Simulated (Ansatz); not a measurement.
# Ca₃Se₃: what the fields show

The calculation's input:

```
crystal:
  periodic: [false, false, false]
  atoms:
    - {symbol: Ca, position_ang: [0.819442, 0.492936, -0.818399]}
    - {symbol: Ca, position_ang: [-0.533861, 1.654863, 2.266232]}
    - {symbol: Ca, position_ang: [-0.911947, -2.615218, -0.691153]}
    - {symbol: Se, position_ang: [0.485167, -1.572999, -2.603188]}
    - {symbol: Se, position_ang: [-0.741143, -0.866080, 1.347140]}
    - {symbol: Se, position_ang: [0.882351, 2.906497, 0.499368]}
basis:
  gaussian: {orbitals: def2-TZVP, initial_orbitals: start.molden}
hamiltonian: {xc: pbe0, dispersion: d4}
scf: {omitted_lower_state_checks: [starts]}
output: {forces: true, orbitals: {seedname: orbitals}}
```

Command:

```sh
ansatz run in.yaml --threads 2 --pin off --events-out ev --progress --plain --max-ram 32768MiB --backend cpu
```

Geometry: PBE0-D4/def2-SVP.

Level of theory: Ansatz, RKS PBE0-D4/def2-TZVP.

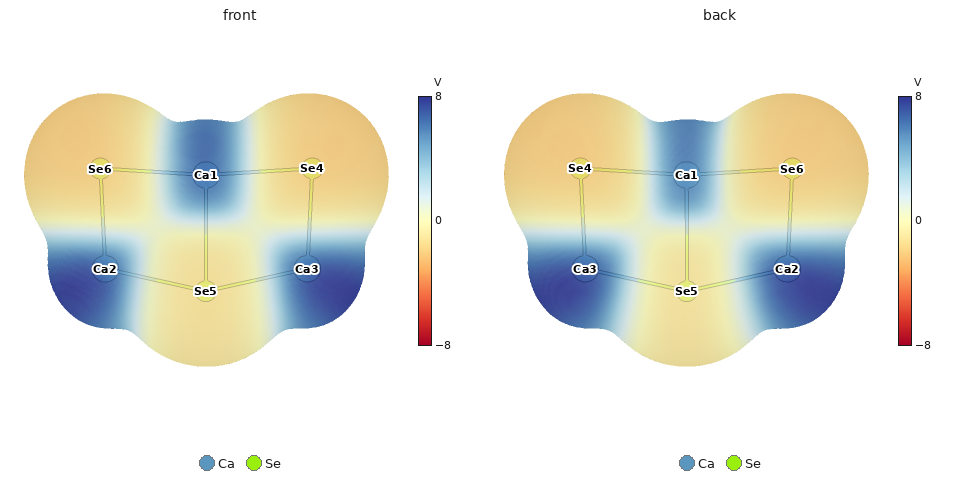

Figure 1. The electrostatic potential painted on the density surface at 0.004 e/bohr³, seen from the front and from behind; red is negative and blue positive.

### Which sites attract a positive test charge, and which a negative one?

A positive charge is drawn to the negative regions and a negative charge to the positive ones. The most negative region (about −2.0 V, or −46 kcal/mol for a unit charge) lies over Se4 and Se6, the most positive (about +7.8 V, or +180 kcal/mol for a unit charge) over Ca2 and Ca3.

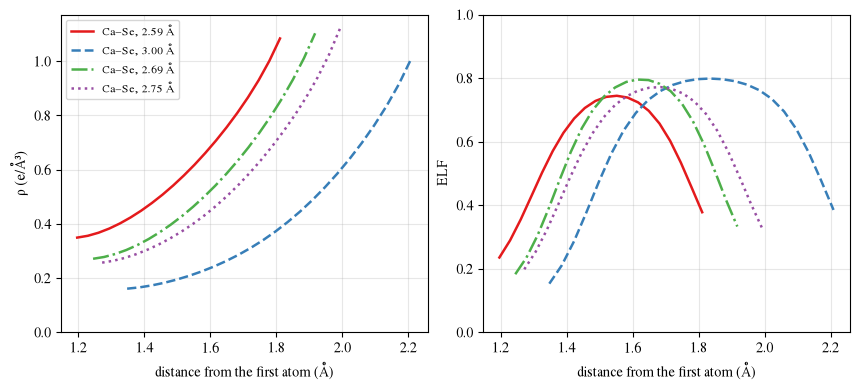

Figure 2. Electron density and electron localisation function along straight lines between neighbouring atoms. The curves leave out the atomic cores.

### What kind of bonding do the profiles show?

Ca–Se (2.59 Å): ρ at the midpoint is about 0.38 e/Å³; the ELF peaks at about 0.75 in the valence shell of Se, 1.0 Å from its nucleus, and falls to about 0.15 next to Ca (a closed-shell, largely ionic contact).
Ca–Se (3.00 Å): ρ at the midpoint is about 0.19 e/Å³; the ELF peaks at about 0.80 in the valence shell of Se, 1.2 Å from its nucleus, and falls to about 0.05 next to Ca; an ionic contact with no shared pair.
Ca–Se (2.69 Å): the density is about 0.3 e/Å³ at the midpoint; the ELF peaks at about 0.80 in the valence shell of Se, 1.1 Å from its nucleus, and is about 0.40 at the midpoint (a largely ionic contact).
Ca–Se (2.75 Å): ρ is about 0.29 e/Å³ halfway; the ELF peaks at about 0.75 in the valence shell of Se, 1.1 Å from its nucleus, and falls to about 0.10 next to Ca (a largely ionic contact).

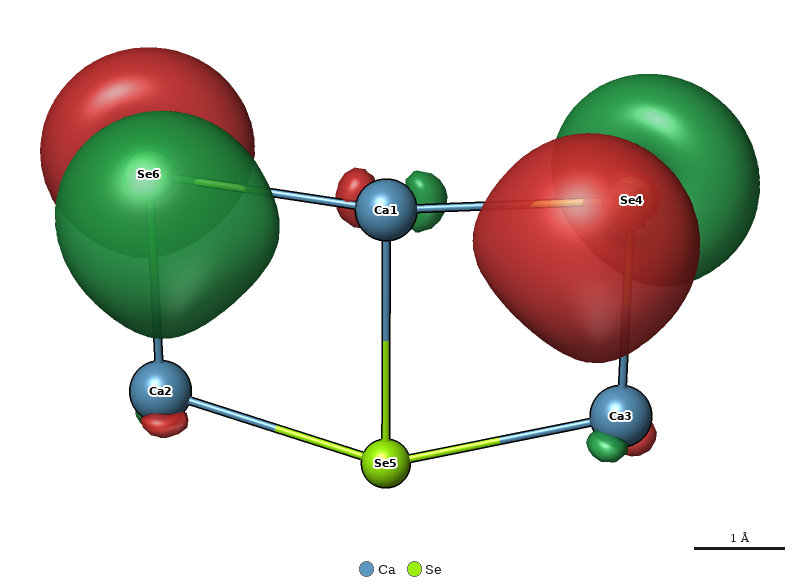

Figure 3. The HOMO−1 at ±0.1 Å⁻³ᐟ² (green and red are the two phases), seen at a tilt.

### Where does this orbital lie, and at what energy?

Its weight (Hirshfeld) is mainly on Se4 (about 40 %), Se6 (about 40 %) and Ca1 (about 10 %). Its energy is −5.37 eV.
